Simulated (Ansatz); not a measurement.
**CH$_{4}$O$_{2}$Si: density, localisation and related maps**

Input file:

```
crystal:
  periodic: [false, false, false]
  atoms:
    - {symbol: C, position_ang: [-0.167394, 1.020299, -0.334531]}
    - {symbol: O, position_ang: [-0.759555, 0.297085, 0.747529]}
    - {symbol: Si, position_ang: [0.184951, -1.003077, 0.310556]}
    - {symbol: O, position_ang: [0.721664, 0.038370, -0.872991]}
    - {symbol: H, position_ang: [-0.922339, 1.312470, -1.071227]}
    - {symbol: H, position_ang: [0.384982, 1.891564, 0.031264]}
    - {symbol: H, position_ang: [1.202302, -1.418201, 1.306733]}
    - {symbol: H, position_ang: [-0.552412, -2.195610, -0.173035]}
basis:
  gaussian: {orbitals: def2-TZVPP}
hamiltonian: {xc: pbe0, dispersion: d4}
output: {orbitals: {seedname: orbitals}}
```

Run with:

```sh
ansatz run in.yaml --threads 2 --pin off --events-out ev --progress --plain --max-ram 4352MiB
```

Geometry: PBE0-D4/def2-TZVP.

Theory: RKS PBE0-D4/def2-TZVPP (Ansatz).

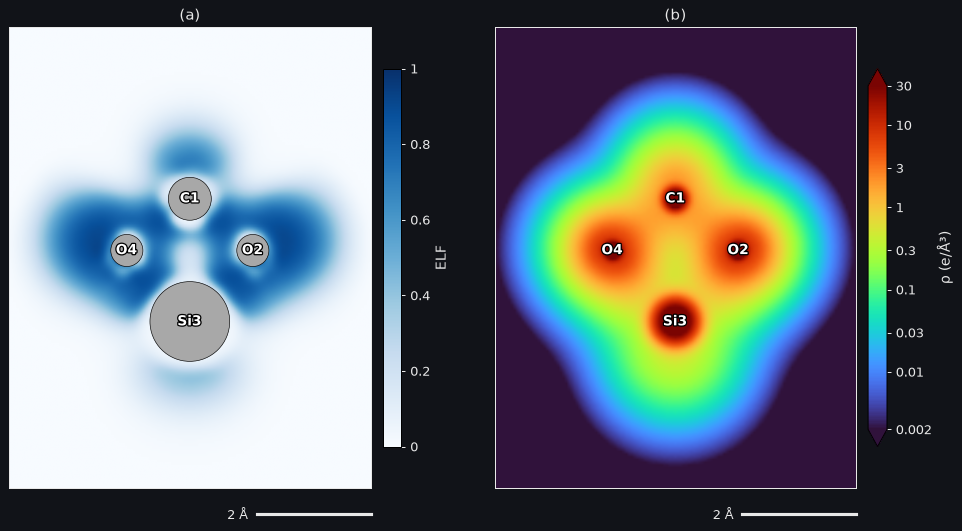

Figure 1. (a) electron localisation function; (b) total electron density on the plane of atoms O2, Si3 and O4. Grey discs cover the atomic cores in the ELF map.

Q: Read the bonding off the picture.

A: The section cuts through C, O and Si sites. C–O (1.43 Å): ρ at the midpoint is about 2 e/Å³, with its minimum of 1.8 e/Å³ about 0.5 Å from C; the ELF peaks at about 0.85 between the atoms: a shared but strongly polarised pair. Si–O (1.67 Å): ρ at the midpoint is about 1.2 e/Å³; the ELF peaks at about 0.85 between the atoms, as expected for a polar covalent bond. The ELF also peaks beside O4 and O2, away from the bonds: lone-pair regions.

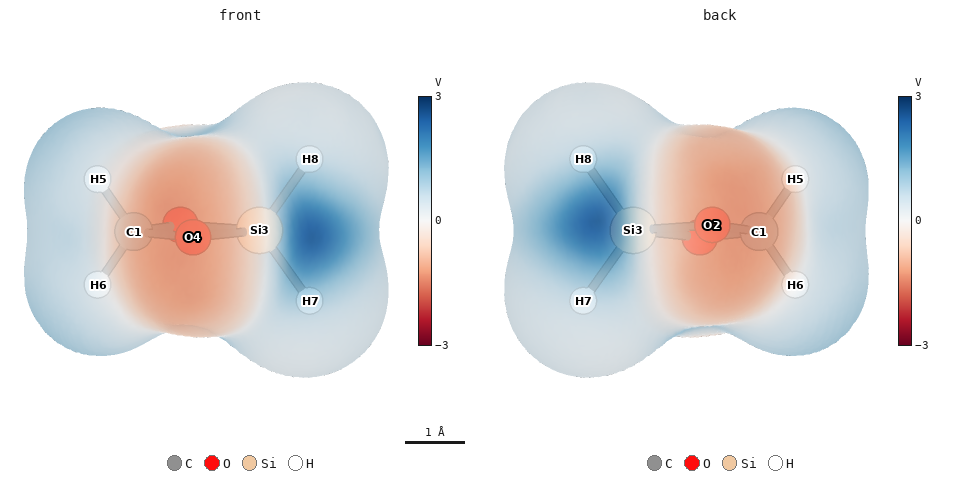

Figure 2. The electrostatic potential painted on the density surface at 0.002 e/bohr³, seen from the front and from behind; the colour scale runs from red (negative) to blue (positive).

Q: Where is the surface potential most negative and most positive?

A: The most negative region (about −1.3 V) lies over O2 and O4, the most positive (about +2.4 V) over Si3.

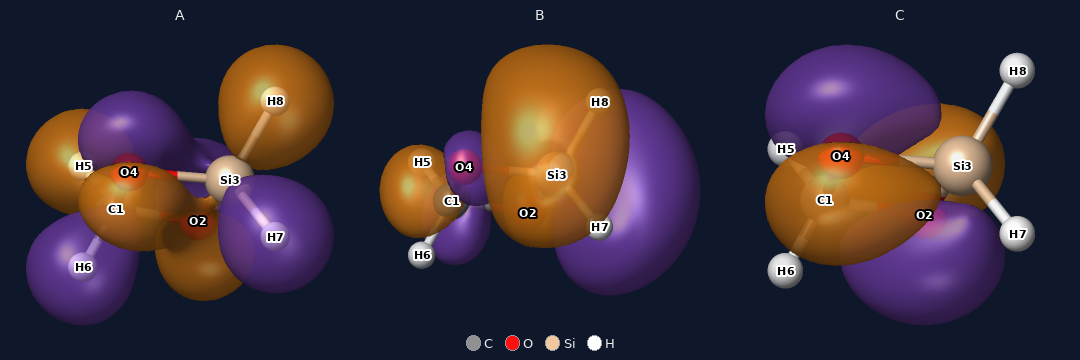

Figure 3. Three frontier orbitals at ±0.08 Å⁻³ᐟ² (orange and purple are the two phases), in no order.

Q: Order the three orbitals by energy and name them.

A: C is the HOMO−1 (−9.31 eV). It lies mainly on O2 (about 40 %) and O4 (about 40 %); largely a combination of lone pairs on O2 and O4. A is the HOMO (−8.01 eV). By Hirshfeld shares it lies mainly on O2 (about 20 %), O4 (about 20 %), C1 (about 10 %), Si3 (about 10 %), H8 (about 10 %) and H7 (about 10 %). B is the LUMO (−0.54 eV). It lies mainly on Si3 (about 65 %), H8 (about 10 %), H7 (about 10 %), C1 (about 5 %), O4 (about 5 %) and O2 (about 5 %).

Q: What is the HOMO–LUMO gap?

A: 7.47 eV between the orbital energies.
